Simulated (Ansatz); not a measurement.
**Nudged elastic band of CH$_{9}$NSi (part 2 of 2)**

CH$_{9}$NSi; RKS B3LYP-D4/6-31G* (Ansatz 0.2.0). The run did not end well. One setting was made poor on purpose. It belongs to a series of runs on one base structure; here: band between the two ends.

Geometry of the input (Å):
```
Si 0.2927  0.0800  -0.1582
H  0.6172  0.0651  1.2908
H  1.5973  0.2972  -0.8662
H  -0.5697  1.2267  -0.5406
H  -0.2225  -1.2230  -0.6490
N  -2.1580  -0.2684  1.2084
H  -2.8931  -0.5028  0.5440
C  -2.5111  0.9441  1.9532
H  -3.4604  0.8893  2.5086
H  -1.7109  1.1672  2.6651
H  -2.5707  1.7842  1.2550
H  -2.0787  -1.0620  1.8414
```

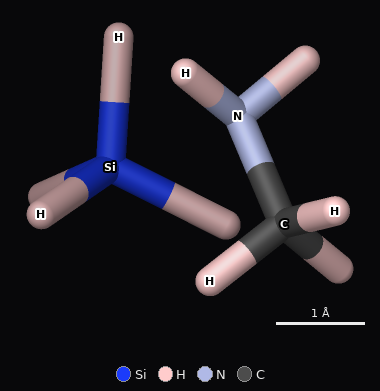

Fig. 1: The structure as given in the input (stick view, seen at a tilt).

```
Unfinished report: {"positions_ang":[[-0.2815783409276947,0.10831831768542155,-0.09162141789207563],[0.15219238181355058,-0.494295602001544,1.7340103290398228],[1.211689743888714,0.10473894845684288,-0.10431543723922411],[-0.5831312951897597,1.4266366345384107,-0.7316631477316876],[-0.647681032577185,-1.0384919352680306,-0.97170144908999],[-1.8657995254040218,-0.10019607222680775,0.9963392917047278],[-2.58515901526134,-0.666239440170778,0.5452453728677661],[-2.444676112955975,0.9634437805920427,1.8275140899556066],[-3.089916947422965,0.5172404674025762,2.593676556688987],[-1.6281726533596095,1.48598397107275,2.3371331107856226],[-3.0258350648389842,1.6938159965369712,1.2548841865873959],[-0.8798321377647337,-0.6034570666178561,1.6629005043230498]],"unchecked":["starts","cluster_reference","orbital_swaps","neighbouring_geometries","increment"],"mean_field":{"relativity":"none","state":{"energy":{"ev":-10548.612882966287,"hartree":-387.6543733423929},"converged":true,"gradient_ev":0.000010082007616337427,"stability":{"kind":"minimum","curvature_ev":28.304945329494377},"curvature_floor_ev":0.00030000000000000003,"spin_squared":0.0},"others":[],"fillings":{"estimated":0,"unestimated":0,"tried":0,"untried":0,"excluded_magnetic_sites":0},"n_dropped_functions":0,"n_trapped_functions":0,"passes":{"evaluations":3,"products":18},"factors":{"origin":"Cholesky decomposition","count":807,"bound_ev":0.0007673136349366054},"gradient_stop_ev":0.00009,"reference_kind":"stationary","functional":{"name":"B3LYP","citations":["Stephens, Devlin, Chabalowski & Frisch, J. Phys. Chem. 98, 11623 (1994) doi:10.1021/j100096a001","Becke, Phys. Rev. A 38, 3098 (1988) doi:10.1103/PhysRevA.38.3098","Lee, Yang & Parr, Phys. Rev. B 37, 785 (1988) doi:10.1103/PhysRevB.37.785","Vosko, Wilk & Nusair, Can. J. Phys. 58, 1200 (1980) doi:10.1139/p80-159"],"text":"name \"B3LYP\"\ncite \"Stephens, Devlin, Chabalowski & Frisch, J. Phys. Chem. 98, 11623 (1994) doi:10.1021/j100096a001\"\ncite \"Becke, Phys. Rev. A 38, 3098 (1988) doi:10.1103/PhysRevA.38.3098\"\ncite \"Lee, Yang & Parr, Phys. Rev. B 37, 785 (1988) doi:10.1103/PhysRevB.37.785\"\ncite \"Vosko, Wilk & Nusair, Can. J. Phys. 58, 1200 (1980) doi:10.1139/p80-159\"\nparameter a0 = 0.2\nparameter ax = 0.72\nparameter ac = 0.81\nexchange = (1 - a0 - ax)*slater_x + ax*b88_x + a0*exact_x\ncorrelation = (1 - ac)*vwn_rpa_c + ac*lyp_c\n","parameters":{"a0":{"value":0.2,"default":0.2},"ac":{"value":0.81,"default":0.81},"ax":{"value":0.72,"default":0.72}},"final_grid":{"core_spheres":13.0,"valence_spheres":11.0,"degree":36.0},"final_grid_parameter_source":"default","radial_points_factor":1.0,"radial_grid_error_ev":6.729326096032238e-7,"grid_sensitivity":"normal","grid_sensitivity_ratio":0.0013437628806248659},"unsmoothed_excess_ev":-0.00021949521012841114,"symmetry":{"irreps":["A"],"axes":[[0.999437497472794,0.029698584912203237,-0.01557827652636157],[-0.029816875367147597,0.9995278613986729,-0.007416753409356447],[0.01535065433977068,0.007877076996441502,0.999851143455531]],"occupied":[{"A":18},{"A":18}]},"held":{"pivots":807,"left_out":0,"joined":0},"density_repulsion":{"missed_ev":0.00007160800172322249,"excess_ev":0.0,"most_excess_ev":0.0000972,"are_drawn_again":false,"n_first_factors":807,"energy_change_ev":0.0,"n_dropped_ends":0}},"factors":{"origin":"Cholesky decomposition","count":807,"bound_ev":0.0007673136349366054},"n_frozen":0,"n_occupied":[18,18],"n_virtual":[49,49],"reference":{"ev":-10548.612882966287,"hartree":-387.6543733423929},"dispersion":{"energy":{"ev":-0.3390369291968485,"hartree":-0.012459377340499716},"switches_in_reach":[]},"total":{"ev":-10548.951919895484,"hartree":-387.6668327197334},"forces_ev_per_angstrom":[[-0.03571188538100931,-0.0019303890929421828,0.007108153571569556],[0.0132059504782873,-0.1659176724848084,-0.027522631164930138],[-0.017536609260792754,0.1232269589167181,0.025712479361437376],[-0.10354812863159972,-0.0018280138196864646,0.018925406235888755],[0.040121264203787234,0.0049470127241888475,-0.007189861259543407],[0.12458934181510936,0.09146939038023422,0.1161036248907358],[-0.07673962013055177,-0.08798870095395665,-0.007329989601609668],[-0.02620854968389916,-0.027136081176339658,-0.04953714662938267],[-0.027035846018209065,0.07885767235518248,-0.0315526405538102],[0.032653020523021936,0.029386994969808785,0.00866205496187544],[0.062220452884228644,0.022717700129817282,-0.06260010339566756],[0.013990609200673996,-0.06580487194143533,0.009220653581557624]],"charge_distribution":{"dipole_moment_e_ang":[-0.595549728364917,0.09248567554604553,0.07826035166123795],"mulliken_charges_e":[0.4001051228751198,-0.22891142030196487,-0.047373031803707555,-0.08426120148585325,-0.07397699711732786,-0.7167505455078365,0.33271238357378574,-0.2937763142880643,0.16447826112054365,0.170551841297494,0.168158769387593,0.2090431322502273],"lowdin_charges_e":[0.2948428798268612,-0.16744973532726237,-0.08683972816881602,-0.0865127864818378,-0.07531166721685523,-0.4874334489276606,0.24920318591309154,-0.25161530287581435,0.11205494853516829,0.13252396843651315,0.11471399840508811,0.2518236878815343]},"n_threads":1,"memory_gib":1.7045454550534487,"seconds":{"hamiltonian":2.09583141,"orbitals":0.0,"second_order":0.0,"solver_start":0.0,"cycles":0.0,"cycle":0.0,"perturbative":0.0,"full_ci_increment":0.0,"forces":0.0}}
this run last wrote the band of iteration 60 to [file]
Error: NEB band did not converge after 60 iterations: max|band force component| = 3.50e-1 eV/Å (threshold 5.0e-2); raise `neb.max_iterations` in a new run, which can start from the last band evaluated (`neb.initial_path`, with `crystal.atoms` and `neb.final_atoms` set to its first and last images), add images, or start from endpoints closer to local minima. Where this run's directory can be resumed (`checkpoint.write`), a resume goes on for up to `neb.max_iterations` more; to start a new run from the last band, take its images' positions from the `neb_iteration` event of iteration 60 (`data.images[].positions_ang`), in the event stream of the run that computed that iteration (not this run's, if it was resumed behind it). With `checkpoint.write`, `steps/00-neb/state/checkpoint.json` in the run directory holds the last saved band, under `neb.evaluated.images[].positions_ang` (a band under a hybrid functional on support functions is neither saved nor resumed: `neb.initial_path` says where its path is): check the last entry of `neb.iterations` there, which is earlier than 60 if that iteration was not saved or its write failed. If the band's step has no `state` directory and holds `state.next`, a write was cut short, and the file is under `state.next` instead (behind a loss of power it can be under `state.prev`)
this run wrote the band of iteration 60 to [file] as well, whether or not its events were kept: a new run's `neb.initial_path` can list its `images[].positions_ang`
a run's events are kept only if it was started with --events-out <file>, and are in that file
```

## The last band as extended XYZ (Å, eV, eV/Å)
```
12
Properties=species:S:1:pos:R:3:forces:R:3 image=0 energy=-10551.24959
Si    0.2927    0.0800   -0.1582   -0.0028   0.0082   0.0127
H     0.6172    0.0651    1.2908    0.0030   0.0010  -0.0060
H     1.5973    0.2972   -0.8662    0.0014  -0.0002  -0.0024
H    -0.5697    1.2267   -0.5406    0.0027  -0.0064  -0.0023
H    -0.2225   -1.2230   -0.6490   -0.0025   0.0010   0.0026
N    -2.1580   -0.2684    1.2084   -0.0099   0.0096   0.0065
H    -2.8931   -0.5028    0.5440   -0.0012   0.0014  -0.0045
C    -2.5111    0.9441    1.9532    0.0036  -0.0258  -0.0128
H    -3.4604    0.8893    2.5086   -0.0093  -0.0044   0.0062
H    -1.7109    1.1672    2.6651    0.0189   0.0052   0.0150
H    -2.5707    1.7842    1.2550   -0.0026   0.0140  -0.0148
H    -2.0787   -1.0620    1.8414   -0.0012  -0.0034  -0.0001
12
Properties=species:S:1:pos:R:3:forces:R:3 image=1 energy=-10551.23190
Si    0.2315    0.0681   -0.1103    0.0305   0.0023  -0.0135
H     0.5128    0.0348    1.3496    0.0298   0.0031  -0.0144
H     1.5854    0.1783   -0.7502    0.0232   0.0200  -0.0285
H    -0.5061    1.2823   -0.5434    0.0064  -0.0055   0.0030
H    -0.3368   -1.1984   -0.6412    0.0302  -0.0019  -0.0045
N    -2.1089   -0.2082    1.1313   -0.0280  -0.0263   0.0087
H    -2.8647   -0.4990    0.5142   -0.0184   0.0073   0.0140
C    -2.5078    0.9452    1.9410   -0.0074   0.0055   0.0106
H    -3.3513    0.7572    2.6222   -0.0149   0.0201   0.0070
H    -1.6495    1.2720    2.5373   -0.0030  -0.0075   0.0030
H    -2.7789    1.7705    1.2756    0.0055  -0.0011  -0.0057
H    -1.8935   -1.0055    1.7263   -0.0540  -0.0158   0.0203
12
Properties=species:S:1:pos:R:3:forces:R:3 image=2 energy=-10551.16117
Si    0.1796    0.0594   -0.0795    0.0882  -0.0110  -0.0368
H     0.4152   -0.0511    1.3882    0.0774   0.0303  -0.0398
H     1.5762    0.0637   -0.6265    0.0738   0.0488  -0.1174
H    -0.4175    1.3455   -0.5257    0.0204  -0.0051   0.0493
H    -0.4534   -1.1329   -0.7078    0.0833  -0.0177   0.0142
N    -2.0635   -0.1584    1.0792   -0.0830   0.3274   0.0614
H    -2.8204   -0.5275    0.5135   -0.1663  -0.0440  -0.0472
C    -2.5154    0.9514    1.9302    0.0358  -0.1692  -0.0623
H    -3.2251    0.6476    2.7115   -0.0547   0.0637   0.0360
H    -1.6411    1.4019    2.4105    0.0115   0.0002   0.0166
H    -2.9851    1.7154    1.3068   -0.0077   0.0279  -0.0392
H    -1.7173   -0.9174    1.6519   -0.0788  -0.2513   0.1651
12
Properties=species:S:1:pos:R:3:forces:R:3 image=3 energy=-10550.88479
Si    0.0475    0.0597   -0.0366    0.2991  -0.0214  -0.0395
H     0.3058   -0.2302    1.4265    0.1905   0.2135  -0.2282
H     1.4812    0.0416   -0.4491    0.2582   0.0647  -0.4026
H    -0.4442    1.3874   -0.5187    0.0749  -0.0247   0.2587
H    -0.5744   -1.0435   -0.8359    0.1544  -0.0387   0.1254
N    -1.9826   -0.1244    1.0542   -0.1561   0.0067   0.0689
H    -2.7149   -0.6156    0.5489   -0.1966   0.0104   0.0260
C    -2.4893    0.9617    1.8955   -0.0339  -0.0397   0.0273
H    -3.1511    0.5946    2.6879   -0.1046   0.1439   0.0898
H    -1.6330    1.4656    2.3576   -0.0289  -0.0068  -0.0095
H    -3.0247    1.6925    1.2848   -0.0010  -0.0153  -0.0424
H    -1.4883   -0.7918    1.6373   -0.4560  -0.2927   0.1261
12
Properties=species:S:1:pos:R:3:forces:R:3 image=4 energy=-10550.05207
Si   -0.1166    0.0747   -0.0177    0.7798  -0.1591   0.3663
H     0.2214   -0.3982    1.5268    0.4211   0.4913  -0.9755
H     1.3387    0.0801   -0.2507    0.6014   0.1449  -0.6886
H    -0.5326    1.4052   -0.6193    0.0345  -0.1781   0.4784
H    -0.6404   -1.0110   -0.9273    0.1671   0.0385   0.2920
N    -1.9042   -0.1102    1.0391   -0.1197  -0.0953   0.3023
H    -2.6157   -0.6604    0.5601   -0.0803  -0.1487   0.1872
C    -2.4538    0.9658    1.8674   -0.0979   0.0123   0.0808
H    -3.1112    0.5458    2.6315   -0.1491   0.1830   0.1585
H    -1.6163    1.4717    2.3573   -0.0112   0.0376   0.0109
H    -3.0037    1.6986    1.2696    0.0627  -0.0922  -0.0829
H    -1.2335   -0.6646    1.6157   -1.6084  -0.2343  -0.1293
12
Properties=species:S:1:pos:R:3:forces:R:3 image=5 energy=-10548.95170
Si   -0.2816    0.1083   -0.0916   -0.0357  -0.0019   0.0071
H     0.1522   -0.4943    1.7340    0.0132  -0.1659  -0.0275
H     1.2117    0.1047   -0.1043   -0.0175   0.1232   0.0257
H    -0.5831    1.4266   -0.7317   -0.1035  -0.0018   0.0189
H    -0.6477   -1.0385   -0.9717    0.0401   0.0049  -0.0072
N    -1.8658   -0.1002    0.9963    0.1246   0.0915   0.1161
H    -2.5852   -0.6662    0.5452   -0.0767  -0.0880  -0.0073
C    -2.4447    0.9634    1.8275   -0.0262  -0.0271  -0.0495
H    -3.0899    0.5172    2.5937   -0.0270   0.0789  -0.0316
H    -1.6282    1.4860    2.3371    0.0327   0.0294   0.0087
H    -3.0258    1.6938    1.2549    0.0622   0.0227  -0.0626
H    -0.8798   -0.6035    1.6629    0.0140  -0.0658   0.0092
12
Properties=species:S:1:pos:R:3:forces:R:3 image=6 energy=-10550.78722
Si   -0.4885    0.1771   -0.2819   -0.2823   0.1050  -0.2535
H     0.1871   -0.5827    2.2139    0.1040  -0.2391   0.5348
H     0.9263   -0.0013    0.1889   -0.3812   0.0180   0.2974
H    -0.4723    1.5333   -0.8796   -0.0441   0.1073  -0.2653
H    -0.6979   -0.9363   -1.2369   -0.0551   0.0813  -0.2804
N    -1.8782    0.0011    0.7728   -0.0370   0.0603  -0.2341
H    -2.5770   -0.6440    0.4221    0.0726  -0.0154   0.0012
C    -2.4255    0.9446    1.7453    0.0505   0.0297  -0.0821
H    -3.0470    0.4261    2.4891    0.0657  -0.0296  -0.0981
H    -1.6171    1.4335    2.3009    0.0398  -0.0147  -0.0619
H    -3.0407    1.7288    1.2820    0.0187   0.0602  -0.0036
H    -0.5371   -0.6827    2.0357    0.4484  -0.1631   0.4455
12
Properties=species:S:1:pos:R:3:forces:R:3 image=7 energy=-10551.17957
Si   -0.5107    0.2153   -0.3736   -0.0197   0.0222  -0.0349
H     0.1264   -0.6296    2.7440    0.0383  -0.0606   0.1444
H     0.7632   -0.3422    0.1681   -0.0491   0.0223   0.0320
H    -0.2470    1.6578   -0.6374   -0.0341   0.0264  -0.0463
H    -0.8042   -0.5191   -1.6329    0.0004   0.0286  -0.0612
N    -1.9028    0.0089    0.6375   -0.0555  -0.0382  -0.0480
H    -2.5954   -0.6546    0.3134    0.0104   0.0191   0.0038
C    -2.4095    0.9136    1.6623    0.0059   0.0171  -0.0149
H    -2.9171    0.3544    2.4590    0.0160   0.0064  -0.0142
H    -1.5834    1.4550    2.1340    0.0192   0.0003  -0.0403
H    -3.1155    1.6593    1.2671    0.0024   0.0122  -0.0123
H    -0.4721   -0.7213    2.3109    0.0659  -0.0557   0.0919
12
Properties=species:S:1:pos:R:3:forces:R:3 image=8 energy=-10551.21928
Si   -0.4902    0.2549   -0.4172    0.0221   0.0201  -0.0284
H    -0.0643   -0.8011    3.0518    0.0208  -0.0311   0.0619
H     0.6845   -0.6251   -0.1466   -0.0179  -0.0064   0.0087
H    -0.0519    1.6649   -0.2365   -0.0199   0.0067   0.0042
H    -0.8729    0.0185   -1.8394    0.0180   0.0152  -0.0305
N    -1.8309   -0.0241    0.6399   -0.1560  -0.1519  -0.0657
H    -2.4610   -0.7864    0.4064    0.0896   0.1062   0.0363
C    -2.4094    0.9234    1.5836    0.0074   0.0574   0.0121
H    -2.8312    0.4003    2.4511    0.0124   0.0008  -0.0072
H    -1.6298    1.5917    1.9625   -0.0115   0.0057  -0.0290
H    -3.2017    1.5468    1.1426   -0.0160   0.0083   0.0005
H    -0.5091   -0.7661    2.4542    0.0509  -0.0309   0.0370
12
Properties=species:S:1:pos:R:3:forces:R:3 image=9 energy=-10551.27458
Si   -0.4724    0.3153   -0.4534    0.0006   0.0085  -0.0155
H    -0.2363   -0.9921    3.2850    0.0096  -0.0193   0.0425
H     0.5163   -0.7962   -0.5097   -0.0204  -0.0171  -0.0187
H     0.1884    1.5662    0.0033    0.0006  -0.0044   0.0138
H    -0.9545    0.5317   -1.8526    0.0095   0.0339  -0.0193
N    -1.7028   -0.0557    0.7095   -0.0308  -0.0369  -0.0110
H    -2.2402   -0.9040    0.5631    0.0296   0.0154   0.0212
C    -2.4223    0.9382    1.4991   -0.0033   0.0208  -0.0080
H    -2.8080    0.4842    2.4200    0.0006   0.0057  -0.0052
H    -1.7299    1.7325    1.7964   -0.0142   0.0118  -0.0190
H    -3.2658    1.4063    0.9693   -0.0163   0.0003  -0.0104
H    -0.5404   -0.8289    2.6226    0.0346  -0.0188   0.0296
12
Properties=species:S:1:pos:R:3:forces:R:3 image=10 energy=-10551.31349
Si   -0.4567    0.3887   -0.4958    0.0005   0.0120  -0.0055
H    -0.3632   -1.2323    3.5888    0.0002   0.0018  -0.0064
H     0.3000   -0.8459   -0.8337   -0.0030   0.0032   0.0002
H     0.4527    1.4431    0.0292   -0.0016  -0.0053   0.0003
H    -1.0457    0.9245   -1.7649    0.0027  -0.0068   0.0057
N    -1.5889   -0.0287    0.7512   -0.0007  -0.0082  -0.0049
H    -2.0265   -0.9406    0.6770    0.0026   0.0038   0.0039
C    -2.4442    0.9574    1.4049    0.0027  -0.0007  -0.0021
H    -2.7789    0.5873    2.3810   -0.0016  -0.0026   0.0041
H    -1.8681    1.8716    1.5856    0.0026   0.0043   0.0008
H    -3.3345    1.2340    0.8189   -0.0030   0.0008  -0.0027
H    -0.5139   -0.9617    2.9103   -0.0013  -0.0023   0.0067
```

## What the run reported

```json
{"quantity": "outcome", "value": "not converged"}
{"quantity": "barrier, forward (band not converged)", "value": "2.298 eV"}
{"quantity": "barrier, backward", "value": "2.362 eV"}
{"quantity": "hardware", "value": "1 thread of Arm Neoverse V2, 24 GiB of memory available, shared host"}
{"quantity": "wall time", "value": "19 min"}
{"quantity": "peak memory", "value": "0.13 GiB"}
```

The run did not converge: “NEB band did not converge after 60 iterations: max|band force component| = 3.50e-1 eV/Å (threshold 5.0e-2); raise `neb.max_iterations` in a new run, which can start from the last band evaluated (`neb.initial_path`, with `crystal.atoms` and `neb.final_atoms` set to its first and last images), add images, or start from endpoints closer to local minima …” Its last values are not results. A deliberately poor setting: step length.
